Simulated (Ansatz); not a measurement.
# GaBN+ (triplet): correlated methods under varied settings

Aim: run GaBN+ (triplet) at one geometry under a spread of methods and options, and see what each costs and gives.

Program: Ansatz 0.2.0, Gaussian basis. Level of theory: the settings change from run to run. These are calculated values, not measurements.

28 further runs of the same task are left out: 6 for a known fault of the program, 8 that didn't finish, 14 set aside as unsound or not needed.

**1. The system**

The geometry is a PBE0/def2-TZVP stationary point (not a proven minimum) of the parent state, kept for this charge and spin. No spin-orbit coupling is included. The filled d shell of Ga may be among the frozen orbitals whatever the setting's name suggests; the logs give the count.

3 atoms, charge 1, spin multiplicity 3.

Atoms are counted from 1 here; the program's logs count them from 0.

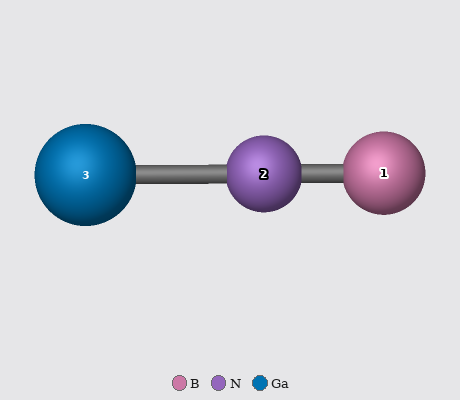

The geometry (boron pink, nitrogen purple, gallium blue); atoms are numbered from 1 in the order of the file.

**2. BCCD(T) on UHF/cc-pVDZ**

Input file in.yaml:

```yaml
crystal:
  periodic: [false, false, false]
  atoms:
    - {symbol: B, position_ang: [0.000000, 0.000000, -1.467200]}
    - {symbol: N, position_ang: [0.000000, 0.000000, -0.205200]}
    - {symbol: Ga, position_ang: [0.000000, 0.000000, 1.672400]}
basis:
  gaussian: {orbitals: cc-pVDZ}
total_charge: 1
magnetization: {spin_polarized: true, initial_magnetization: 2}
correlation: {method: bccd_t, electrons: outside_noble_gas}
accuracy: high
scf: {lower_state_search: off}
```

The run is started by

```bash
$ ansatz run in.yaml --threads 1 --pin off --events-out ev --progress --plain --max-ram 2393MiB
```

The program printed (excerpt; [...] marks lines left out):

```text
Functional definition: HF
  name "HF"
  cite "Fock, Z. Phys. 61, 126 (1930) doi:10.1007/BF01340294"
  parent pbe
[...]
1097 factors; integrals over basis functions are off by at most 4.4e-9 eV
[...]
mean field -54477.92369524 eV, -2002.0267693372 hartree, gradient 2.2e-8 eV, S^2 2.028097; 0 other end points of the search recorded, 0 dependent functions left out
16 core orbitals not correlated: weight in the atoms' cores, before any rotation towards them, 0.988 or more for the frozen orbitals, at most 0.009 for the correlated occupied ones
reference -54477.92369524 eV, -2002.0267693372 hartree; 6, 4 occupied and 33, 35 virtual orbitals, 1097 factors
second order -6.26544839 eV of doubles, -0.00000000 eV of singles
cycle   1  -6.18469687 eV  change    8.1e-2 eV  update   8.7e-2
[...]
cycle  26  -6.47453113 eV  change   6.9e-10 eV  update  8.0e-10
perturbative correction -0.34693074 eV, -0.0127494696 hartree
Total energy: -54484.74515712 eV, -2002.2774534374 hartree
Checks for a lower state left out: stability, starts, cluster_reference, orbital_swaps, neighbouring_geometries, increment
```

Wall time 1.8 s (1 thread of AMD EPYC 9R45, shared host).

From the report: ⟨S²⟩ of the determinant 2.028 (pure triplet: 2.00); correlation -6.8215 eV; largest double amplitude 0.06.

**3. HF/cc-pVDZ**

in.yaml: that of step 2 with these lines changed.

```diff
@@ -9,5 +9,6 @@
 total_charge: 1
-magnetization: {spin_polarized: true, initial_magnetization: 2}
-correlation: {method: bccd_t, electrons: outside_noble_gas}
+magnetization: {spin_polarized: false, initial_magnetization: 2}
+hamiltonian: {xc: hf}
 accuracy: high
 scf: {lower_state_search: off}
+output: {forces: true, orbitals: {seedname: orbitals}}
```

Same command.

The program printed (excerpt; [...] marks lines left out):

```text
Functional definition: HF
  name "HF"
  cite "Fock, Z. Phys. 61, 126 (1930) doi:10.1007/BF01340294"
  parent pbe
[...]
1097 factors; integrals over basis functions are off by at most 4.4e-9 eV
[...]
mean field -54477.81689964 eV, -2002.0228446712 hartree, gradient 2.5e-8 eV, S^2 2.000000; 0 other end points of the search recorded, 0 dependent functions left out
[...]
reference -54477.81689964 eV, -2002.0228446712 hartree; 22, 20 occupied and 33, 35 virtual orbitals, 1097 factors
Total energy: -54477.81689964 eV, -2002.0228446712 hartree
Atom 0 at     0.000000     0.000000    -1.467200 Å, force     0.000000     0.000000     0.248237 eV/Å
Atom 1 at     0.000000     0.000000    -0.205200 Å, force    -0.000000    -0.000000     3.162751 eV/Å
Atom 2 at     0.000000     0.000000     1.672400 Å, force     0.000000     0.000000    -3.410988 eV/Å
Dipole moment:    -0.000000     0.000000     0.325394 e Å
Checks for a lower state left out: stability, starts, cluster_reference, orbital_swaps, neighbouring_geometries, increment
```

It took 0.96 s on 1 thread of AMD EPYC 9R45, shared host.

**4. CISD/cc-pVDZ**

in.yaml: that of step 3 with these lines changed.

```diff
@@ -10,5 +10,3 @@
 magnetization: {spin_polarized: false, initial_magnetization: 2}
-hamiltonian: {xc: hf}
+correlation: {active_space: {ras: {orbitals: [4, 2, 33], electrons: 10, max_holes: 2, max_particles: 2}, fixed_orbitals: true}}
 accuracy: high
-scf: {lower_state_search: off}
-output: {forces: true, orbitals: {seedname: orbitals}}
```

The command is unchanged.

The program printed:

```text
Functional definition: HF
  name "HF"
  cite "Fock, Z. Phys. 61, 126 (1930) doi:10.1007/BF01340294"
  parent pbe
  exchange = exact_x
  correlation = 0
1097 factors; integrals over basis functions are off by at most 4.4e-9 eV
mean field evaluation 1: about -54465.7595 eV, gradient 6.7e1 eV
mean field evaluation 2: about -54465.8413 eV, gradient 6.7e1 eV
mean field evaluation 4: about -54476.6438 eV, gradient 1.8e1 eV
mean field evaluation 8: about -54477.8099 eV, gradient 9.6e-1 eV
mean field evaluation 16: about -54477.8169 eV, gradient 1.6e-8 eV
mean field evaluation 32: about -54465.3965 eV, gradient 4.5e1 eV
mean field evaluation 64: about -54473.6329 eV, gradient 1.5e0 eV
mean field evaluation 96: about -54475.7515 eV, gradient 4.4e0 eV
mean field -54477.81689964 eV, -2002.0228446712 hartree, gradient 2.5e-8 eV, S^2 2.000000; 8 other end points of the search recorded, 0 dependent functions left out
reference -54477.81689964 eV, -2002.0228446712 hartree; 22, 20 occupied and 33, 35 virtual orbitals, 1097 factors
state -54483.94392605 eV, -2002.2480087387 hartree
Total energy: -54483.94392605 eV, -2002.2480087387 hartree
```

It took 2 s on 1 thread of AMD EPYC 9R45, shared host.

From the report: 41,245 determinants.

**5. CCSD on UHF/cc-pVDZ**

Input file in.yaml:

```yaml
crystal:
  periodic: [false, false, false]
  atoms:
    - {symbol: B, position_ang: [0.000000, 0.000000, -1.467200]}
    - {symbol: N, position_ang: [0.000000, 0.000000, -0.205200]}
    - {symbol: Ga, position_ang: [0.000000, 0.000000, 1.672400]}
basis:
  gaussian: {orbitals: cc-pVDZ}
total_charge: 1
magnetization: {spin_polarized: true, initial_magnetization: 2}
correlation: {method: ccsd, electrons: valence}
output: {forces: true}
```

The command is unchanged.

The program printed (excerpt; [...] marks lines left out):

```text
Functional definition: HF
  name "HF"
  cite "Fock, Z. Phys. 61, 126 (1930) doi:10.1007/BF01340294"
  parent pbe
[...]
593 factors; integrals over basis functions are off by at most 1.2e-3 eV
[...]
mean field -54477.92352718 eV, -2002.0267631610 hartree, gradient 8.5e-6 eV, S^2 2.028097; 12 other end points of the search recorded, 0 dependent functions left out
determinant -54477.92352718 eV, -2002.0267631610 hartree, with singles and doubles -54484.84521857 eV, -2002.2811306279 hartree
determinant -54477.16840381 eV, -2001.9990128891 hartree, with singles and doubles -54483.73053383 eV, -2002.2401667193 hartree
determinant -54474.58784473 eV, -2001.9041790919 hartree, with singles and doubles -54480.30130159 eV, -2002.1141447587 hartree
determinant -54474.48751517 eV, -2001.9004920488 hartree, with singles and doubles -54480.15087543 eV, -2002.1086166993 hartree
[...]
determinant -54473.37377864 eV, -2001.8595629861 hartree, with singles and doubles -54479.73264233 eV, -2002.0932469164 hartree
11 core orbitals not correlated: weight in the atoms' cores, before any rotation towards them, 1.000 or more for the frozen orbitals, at most 0.000 for the correlated occupied ones
reference -54477.92352718 eV, -2002.0267631610 hartree; 11, 9 occupied and 33, 35 virtual orbitals, 593 factors
second order -6.66001597 eV of doubles, -0.00000000 eV of singles
cycle   1  -6.92301345 eV  change   -1.3e-3 eV  update   1.7e-3
[...]
cycle  10  -6.92486166 eV  change   -9.0e-7 eV  update   4.7e-7
[...]
Total energy: -54484.84838884 eV, -2002.2812471332 hartree
Atom 0 at     0.000000     0.000000    -1.467200 Å, force    -0.000000    -0.000000    -1.357584 eV/Å
Atom 1 at     0.000000     0.000000    -0.205200 Å, force     0.000000    -0.000000     3.808792 eV/Å
Atom 2 at     0.000000     0.000000     1.672400 Å, force    -0.000000     0.000000    -2.451208 eV/Å
Dipole moment:     0.000000     0.000000     0.324740 e Å
```

Run time: 8.5 s. Hardware: 1 thread of AMD EPYC 9R45, shared host.

From the report: ⟨S²⟩ of the determinant 2.028 (pure triplet: 2.00); correlation -6.9249 eV; T1 0.017; largest double amplitude 0.06.

**6. CISD/cc-pVDZ**

in.yaml: that of step 5 with these lines changed.

```diff
@@ -9,4 +9,4 @@
 total_charge: 1
-magnetization: {spin_polarized: true, initial_magnetization: 2}
-correlation: {method: ccsd, electrons: valence}
+magnetization: {spin_polarized: false, initial_magnetization: 2}
+correlation: {active_space: {ras: {orbitals: [9, 2, 33], electrons: 20, max_holes: 2, max_particles: 2}, fixed_orbitals: true}}
 output: {forces: true}
```

Launched as before.

The program printed (excerpt; [...] marks lines left out):

```text
Functional definition: HF
  name "HF"
  cite "Fock, Z. Phys. 61, 126 (1930) doi:10.1007/BF01340294"
  parent pbe
[...]
593 factors; integrals over basis functions are off by at most 1.2e-3 eV
[...]
mean field -54477.81673193 eV, -2002.0228385082 hartree, gradient 2.0e-6 eV, S^2 2.000000; 8 other end points of the search recorded, 0 dependent functions left out
reference -54477.81673193 eV, -2002.0228385082 hartree; 22, 20 occupied and 33, 35 virtual orbitals, 593 factors
state -54484.33079214 eV, -2002.2622258053 hartree
[...]
Total energy: -54484.33079214 eV, -2002.2622258053 hartree
Atom 0 at     0.000000     0.000000    -1.467200 Å, force    -0.000000    -0.000000    -0.985707 eV/Å
Atom 1 at     0.000000     0.000000    -0.205200 Å, force     0.000000     0.000000     3.722744 eV/Å
Atom 2 at     0.000000     0.000000     1.672400 Å, force     0.000000    -0.000000    -2.737037 eV/Å
Dipole moment:     0.000000     0.000000     0.330296 e Å
```

Wall time 18 s (1 thread of AMD EPYC 9R45, shared host); peak memory 0.26 GiB.

From the report: 190,832 determinants.

**7. All runs side by side**

Where basis and cores are those of an earlier UCCSDT(Q)/cc-pVDZ run (-54484.8031 eV), and the state is the same kind, the miss against it is given.

| level | correlated | functions | energy (eV) | from UCCSDT(Q) (meV) | time |
| --- | --- | --- | --- | --- | --- |
| BCCD(T) on UHF/cc-pVDZ | outside noble gas | 55 | -54484.7452 | 58.0 | 1.8 s |
| HF/cc-pVDZ |  | 55 | -54477.8169 | 6986.2 | 0.96 s |
| CISD/cc-pVDZ | outside noble gas | 55 | -54483.9439 | 859.2 | 2 s |
| CCSD on UHF/cc-pVDZ | valence | 55 | -54484.8484 |  | 8.5 s |
| CISD/cc-pVDZ | valence | 55 | -54484.3308 |  | 18 s |

**8. Summary of results**

| quantity | value |
| --- | --- |
| runs | 5 |
| quickest | HF/cc-pVDZ, 0.96 s |
| slowest | CISD/cc-pVDZ, 18 s |

What this shows: Total energies in different bases, with other cores or another treatment of relativity can't be set against each other. CISD/cc-pVDZ took 19 times as long as HF/cc-pVDZ; the jobs differ in more than the method. Among the correlated runs with a miss given, it spans +58 to +859 meV. Hartree-Fock, CASSCF and CASCI lack dynamic correlation by design.
